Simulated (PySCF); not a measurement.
SMILES CSCCC(C)(C)C (C7H16S) at its GFN2-xTB optimised geometry (Å):

```
24

C      2.5065     1.1873     0.1641
S      2.0384     0.0828    -1.1982
C      0.2247     0.2887    -1.1802
C     -0.4221    -0.4189     0.0000
C     -1.9628    -0.4189     0.0000
C     -2.5082     1.0110     0.0000
C     -2.5095    -1.1772    -1.2114
C     -2.4265    -1.1277     1.2772
H      3.5903     1.2355     0.1650
H      2.1559     0.7852     1.1100
H      2.0903     2.1753    -0.0135
H      0.0240     1.3594    -1.1814
H     -0.1002    -0.1405    -2.1261
H     -0.0726    -1.4542     0.0090
H     -0.0814     0.0524     0.9253
H     -3.5899     0.9981     0.1137
H     -2.2751     1.5195    -0.9321
H     -2.0864     1.5837     0.8234
H     -3.5903    -1.2734    -1.1347
H     -2.0805    -2.1753    -1.2644
H     -2.2851    -0.6550    -2.1379
H     -2.0663    -0.6049     2.1607
H     -3.5127    -1.1614     1.3210
H     -2.0517    -2.1484     1.3067
```

Computed with CAM-B3LYP/def2-SVP in PySCF. Cells within 0.4 Å of a nucleus heavier than hydrogen are left out (blank, or x).

Map of the electron localisation function on the plane z = 0.0 Å:

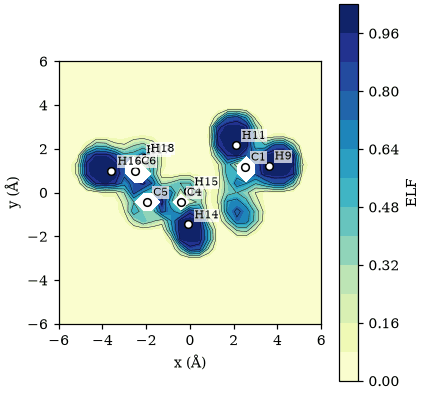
Electron localisation function on the plane z = 0.0 Å.
